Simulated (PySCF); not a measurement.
## Electronic structure of CH₁₁O₂PSi₃ in real space

```xyz
18

C    -0.0811   -2.5339   -0.6766
O     0.6315   -1.3927   -0.2940
Si    0.4225   -0.4675    1.0236
O    -1.1463   -0.0805    1.2227
Si   -2.4864    0.6947    0.7423
Si    1.6832    1.3660    0.4854
P     1.1963    2.2200   -1.5389
H    -1.1544   -2.3763   -0.5542
H     0.1405   -2.7349   -1.7255
H     0.2207   -3.3919   -0.0725
H     0.6452   -1.2185    2.2600
H    -2.1100    2.0346    0.2954
H    -3.0857   -0.0776   -0.3486
H    -3.3204    0.6944    1.9405
H     1.4419    2.4882    1.4069
H     3.1259    1.0912    0.6128
H     1.3914    1.0273   -2.2187
H     2.4766    2.6636   -1.8295
```

Geometry: GFN2-xTB.

These are results of B3LYP/def2-SVPD, SCF density, gas phase (PySCF 2.14.0), not measurements.

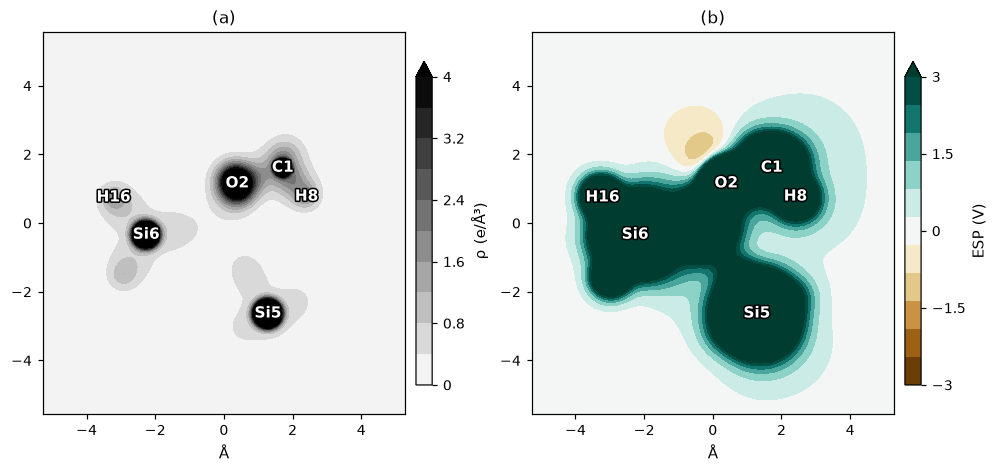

Figure 1. (a) electron density; (b) molecular electrostatic potential on the plane of atoms O2, C1 and H8.

Interpret the plot.

Answer. The section cuts through C, O, Si and H sites. C–O (1.40 Å): ρ is about 2.1 e/Å³ halfway, with its minimum of 1.7 e/Å³ about 0.5 Å from C. C–H (1.09 Å): ρ at the midpoint is about 2 e/Å³. Si–H (1.47 Å): ρ at the midpoint is about 0.76 e/Å³. Outside the dense part of the molecule the potential is most negative (−1.2 V) near O2.

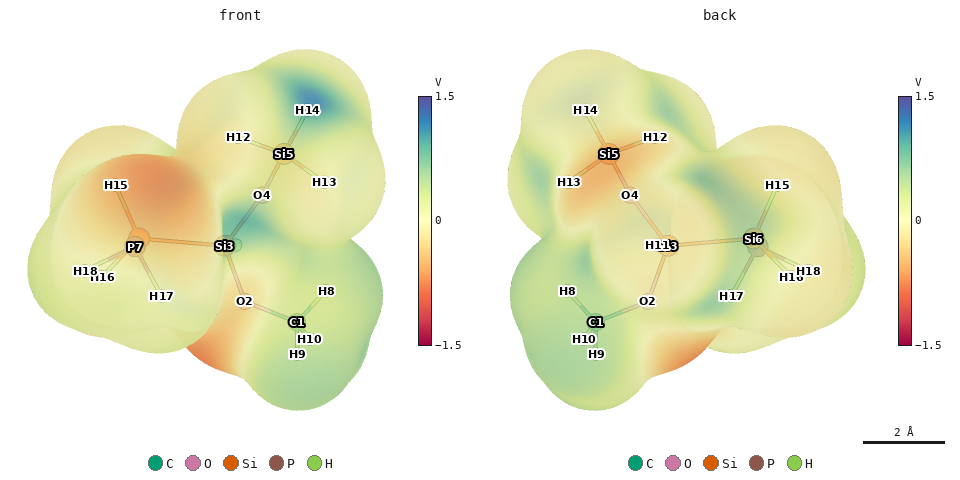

Figure 2. The molecular electrostatic potential painted on the density surface at 0.001 e/bohr³, seen from the front and from behind; the colour scale runs from red (negative) to blue (positive).

Describe the electrostatic potential map.

Answer. The most negative region (about −0.7 V) lies over O2 and P7, the most positive (about +1.0 V) over Si5.
